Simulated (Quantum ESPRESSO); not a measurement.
# Al(111), stepped through the number of layers, part 3 of 7

What law, if any, do the results for Al(111) follow against the number of layers?

Quantum ESPRESSO 7.5; plane-wave DFT, PBE, GBRV ultrasoft pseudopotentials.

So far. Step 2 (Relaxing cell and ions of the reference):  The last row is no step: it is a fresh SCF in the final cell with a new plane-wave basis, +0 meV from the row before.

## 4. Relaxation with pw.x, 4 layers (continued)

Relaxation path:

```
step  energy less that of the first step (eV)  largest force (eV/Å)
   1                                   0.0000                0.1324
   2                                  -0.0007                0.1099
   3                                  -0.0012                0.0856
   4                                  -0.0019                0.0496
   5                                  -0.0022                0.0359
   6                                  -0.0023                0.0356
   7                                  -0.0024                0.0347
   8                                  -0.0024                0.0328
   9                                  -0.0026                0.0297
  10                                  -0.0027                0.0247
```

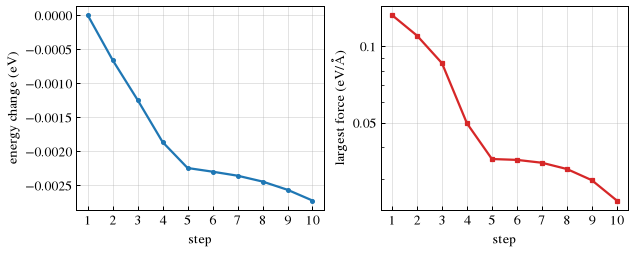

Energy and largest force along the relaxation.

The atoms that moved most (Å):

```
atom     dx     dy      dz  length
 Al2  0.000  0.000   0.020   0.020
 Al3  0.000  0.000  -0.020   0.020
 Al4  0.000  0.000  -0.010   0.010
 Al1  0.000  0.000   0.010   0.010
```

Final coordinates:

```xyz
4
Lattice="2.8564 0.0000 0.0000 1.4282 2.4737 0.0000 0.0000 0.0000 22.9554" Properties=species:S:1:pos:R:3
Al    0.0000    0.0000    7.9892
Al    1.4282    0.8246   10.3316
Al    2.8564    1.6491   12.6238
Al    0.0000    0.0000   14.9663
```

This step gave:

| Item | Value |
| --- | --- |
| free energy | -364.3043 eV |
| Fermi energy | 0.8905 eV |

## 5. Self-consistent run, 4 layers

A run under open boundaries on these atoms gives the vacuum levels.

Contents of m0.esm.in:

```
&control
  prefix = 'm0.esm'
  outdir = './out'
  pseudo_dir = './pseudo'
  calculation = 'scf'
  tprnfor = .true.
/
&system
  ibrav = 0
  nat = 4
  ntyp = 1
  ecutwfc = 40
  ecutrho = 200
  occupations = 'smearing'
  smearing = 'mv'
  degauss = 0.02
  assume_isolated = 'esm'
  esm_bc = 'bc1'
/
&electrons
  conv_thr = 1e-08
  mixing_beta = 0.25
  electron_maxstep = 160
  mixing_mode = 'local-TF'
  mixing_ndim = 12
/
ATOMIC_SPECIES
  Al  26.9815  al_pbe_v1.uspp.F.UPF
CELL_PARAMETERS angstrom
  2.85639291368519 0.00000000000000 0.00000000000000
  1.42819645684260 2.47370882644123 0.00000000000000
  0.00000000000000 0.00000000000000 22.95541960466500
ATOMIC_POSITIONS crystal
  Al  0.000000000000 0.000000000000 -0.151970725600
  Al  0.333333333300 0.333333333300 -0.049926895000
  Al  0.666666666700 0.666666666700 0.049926895000
  Al  0.000000000000 0.000000000000 0.151970725600
K_POINTS automatic
  12 12 1 0 0 0
```

Launch:

```
> OMP_NUM_THREADS=1 mpirun -n 4 pw.x -nk 4 -in m0.esm.in > m0.esm.out
```

Log:

```text
[banner, memory and clock lines left out]
Program PWSCF v.7.5 starts
[citation notice left out]

[...]
Message from routine setup:
[...]
bravais-lattice index     =            0
     lattice parameter (alat)  =       5.3978  a.u.
     unit-cell volume          =    1094.5822 (a.u.)^3
     number of atoms/cell      =            4
     number of atomic types    =            1
     number of electrons       =        12.00
     number of Kohn-Sham states=           10
     kinetic-energy cutoff     =      40.0000  Ry
     charge density cutoff     =     200.0000  Ry
     scf convergence threshold =      1.0E-08
     mixing beta               =       0.2500
     number of iterations used =           12  local-TF  mixing
     Exchange-correlation= SLA  PW   PBE  PBE
                           (   1   4   3   4   0   0   0)

     Effective Screening Medium Method
     Boundary Conditions: Vacuum-Slab-Vacuum
     total charge in unit cell        =   0.0000
     grid points for fit at edges     =        4

[...]
PseudoPot. # 1 for Al read from file:
     ./pseudo/al_pbe_v1.uspp.F.UPF
     Pseudo is Ultrasoft + core correction, Zval =  3.0
     Generated by new atomic code, or converted to UPF format
     Using radial grid of  893 points,  3 beta functions with:
                l(1) =   0
                l(2) =   1
                l(3) =   2
     Q(r) pseudized with  8 coefficients,  rinner =    0.900   0.900   0.900
                                                       0.900   0.900

     atomic species   valence    mass     pseudopotential
     Al                3.00    26.98150     Al( 1.00)

     12 Sym. Ops., with inversion, found

[...]
number of k points=    19  Marzari-Vanderbilt smearing, width (Ry)=  0.0200
[...]
Dense  grid:    52095 G-vectors     FFT dimensions: (  25,  25, 200)

     Smooth grid:    37315 G-vectors     FFT dimensions: (  24,  24, 180)

     Initial potential from superposition of free atoms

     starting charge      11.9901, renormalised to      12.0000

     negative rho (up, down):  1.356E-04 0.000E+00
     Starting wfcs are   16 randomized atomic wfcs

     per-process dynamical memory:    34.3 Mb

     Self-consistent Calculation

     iteration #  1     ecut=    40.00 Ry     beta= 0.25
     Davidson diagonalization with overlap
     ethr =  1.00E-02,  avg # of iterations =  5.1

     negative rho (up, down):  2.121E-05 0.000E+00

     total energy              =     -26.67415057 Ry
     estimated scf accuracy    <       0.14442656 Ry

     iteration #  2     ecut=    40.00 Ry     beta= 0.25
[...]
negative rho (up, down):  1.629E-03 0.000E+00

[...]
total energy              =     -26.80322531 Ry
     estimated scf accuracy    <       0.18600047 Ry

     iteration #  3     ecut=    40.00 Ry     beta= 0.25
[...]
negative rho (up, down):  7.462E-05 0.000E+00

[...]
total energy              =     -26.74525341 Ry
     estimated scf accuracy    <       0.28421284 Ry

     iteration #  4     ecut=    40.00 Ry     beta= 0.25
[...]
total energy              =     -26.76821611 Ry
     estimated scf accuracy    <       0.01466843 Ry

     iteration #  5     ecut=    40.00 Ry     beta= 0.25
[...]
c_bands:  2 eigenvalues not converged
     c_bands:  2 eigenvalues not converged
     c_bands:  2 eigenvalues not converged
[...]
total energy              =     -26.77640855 Ry
     estimated scf accuracy    <       0.02249739 Ry

     iteration #  6     ecut=    40.00 Ry     beta= 0.25
[...]
total energy              =     -26.77477523 Ry
     estimated scf accuracy    <       0.01952979 Ry

[...]
iteration # 25     ecut=    40.00 Ry     beta= 0.25
[...]
negative rho (up, down):  1.554E-04 0.000E+00

[...]
total energy              =     -26.77587162 Ry
     estimated scf accuracy    <       0.00000021 Ry

     iteration # 26     ecut=    40.00 Ry     beta= 0.25
[...]
negative rho (up, down):  1.576E-04 0.000E+00

[...]
total energy              =     -26.77587104 Ry
     estimated scf accuracy    <       0.00000103 Ry

     iteration # 27     ecut=    40.00 Ry     beta= 0.25
[...]
negative rho (up, down):  1.578E-04 0.000E+00

[...]
total energy              =     -26.77587047 Ry
     estimated scf accuracy    <       0.00000020 Ry

     iteration # 28     ecut=    40.00 Ry     beta= 0.25
[...]
negative rho (up, down):  1.560E-04 0.000E+00

[...]
End of self-consistent calculation

          k = 0.0000 0.0000 0.0000 (  4767 PWs)   bands (ev):

   -14.8709 -13.7746 -12.1687  -9.8934  -7.4365  -4.4990  -1.9322  -0.4570
    -0.1268   1.2342

          k = 0.0000 0.0962 0.0000 (  4745 PWs)   bands (ev):

   -14.7031 -13.6076 -12.0030  -9.7286  -7.2777  -4.3421  -1.7759  -0.2931
     0.0402   1.3938

[...]
the Fermi energy is    -4.0161 ev

!    total energy              =     -26.77587136 Ry
     estimated scf accuracy    <          5.0E-09 Ry
     smearing contrib. (-TS)   =       0.00014701 Ry
     internal energy E=F+TS    =     -26.77601838 Ry

     The total energy is F=E-TS. E is the sum of the following terms:
     one-electron contribution =     428.78253677 Ry
     hartree contribution      =    -213.65299469 Ry
     xc contribution           =     -17.01921127 Ry
     ewald contribution        =    -224.88634919 Ry

     convergence has been achieved in  28 iterations

     negative rho (up, down):  1.560E-04 0.000E+00

     Forces acting on atoms (cartesian axes, Ry/au):

     atom    1 type  1   force =     0.00000000    0.00000000    0.00089755
     atom    2 type  1   force =     0.00000000    0.00000000   -0.00022531
     atom    3 type  1   force =     0.00000000    0.00000000    0.00022531
     atom    4 type  1   force =     0.00000000    0.00000000   -0.00089755

     Total force =     0.001309     Total SCF correction =     0.000066

[...]
```

Run time: 25 s. Hardware: 4 MPI ranks of Arm Neoverse V1, shared host; peak memory 0.34 GiB.

Numbers from this step:

* Fermi energy: -4.016 eV
* vacuum line at the lower end of the cell, over the Fermi level: 4.016 eV
* vacuum line at the upper end of the cell, over the Fermi level: 4.016 eV

The potential energy, planar mean oscillates, so the rows of the table below give means over windows of 1 Å about each position, cut where the curve ends. Its maxima inside the range that stand out by 2 % of the span (Å: eV): -2.3: -0.468, 0.0: -0.697, 2.3: -0.468. Its minima: -3.4: -14.1, -1.1: -14.3, 1.1: -14.3, 3.4: -14.1.

Electrostatic potential energy of an electron; zero at the Fermi level. The potential energy, planar mean by z; means over each step:

```csv
z (Å),"potential energy, planar mean (eV)"
-11,4.02
-10,4.02
-9,4.02
-8,4.02
-7,4.00
-6,3.88
-5,2.47
-4,-7.45
-3,-7.96
-2,-3.49
-1,-11.5
0,-2.26
1,-11.5
2,-3.49
3,-7.96
4,-7.45
5,2.47
6,3.88
7,4.00
8,4.02
9,4.02
10,4.02
11,4.02
```

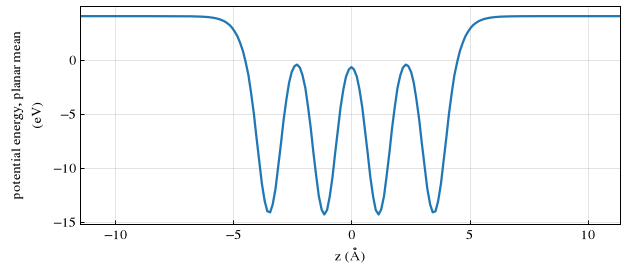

Potential energy, planar mean against z.

The vacuum levels are read from the outermost 0.7 Å of the cell on either side.

Inside the slab this potential holds the local part of the pseudopotentials, which can be repulsive at the nuclei; only its value in the vacuum has a meaning of its own.

(Continued in part 4 of 7.)

[Logs are printed without paths, hosts, clocks, repeated set-up lines and the standing remarks that a program may print on its own settings, such as how far it seeks lower states.]

[Hosts, paths, dates, database ids (printed as entryN), source tags and the programs' standing remarks are cut or masked in the printed files.]

[Maps of the electrostatic potential energy from Ansatz leave out the sawtooth potential of an applied field or a dipole correction, so their vacuum need not be flat; planar profiles and work functions include it.]
